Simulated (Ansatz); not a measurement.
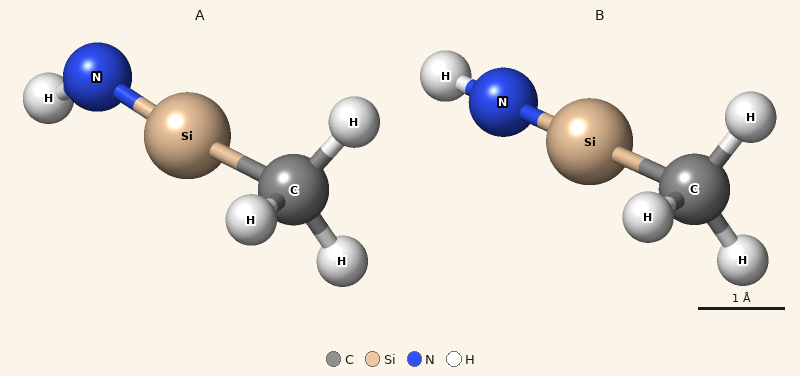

Two geometries of CH$_{4}$NSi (charge +1), drawn at one scale. One is the start of a relaxation, the other its converged end. A ball-and-stick model, seen from a free direction.

Computed with Ansatz, RKS PBE0-D4/def2-TZVP. Set-up: force threshold 0.005 eV/Å; at most 200 steps.

> Which one is relaxed?

Structure B is the relaxed one. The N atom moves most after the best rigid fit: 0.31 Å. By element the largest moves are N 0.31 Å, H 0.27 Å, Si 0.07 Å, C 0.02 Å. Some distances before and after: N–Si 1.583 → 1.501 Å, C–Si 1.848 → 1.824 Å, H–N 1.015 → 1.003 Å, C–H 1.099 → 1.094 Å. Among the angles between lasting bonds that change: Si–N–H 138.6° → 179.9°, C–Si–N 174.0° → 179.9°, H–C–H 108.1° → 110.9°. After 7 accepted moves (8 points after the start) the energy has fallen by 25.9 kJ/mol. The largest force component goes from 2.5 to 0.0025 eV/Å. The line search rejected the trial step at point 4 of the run.
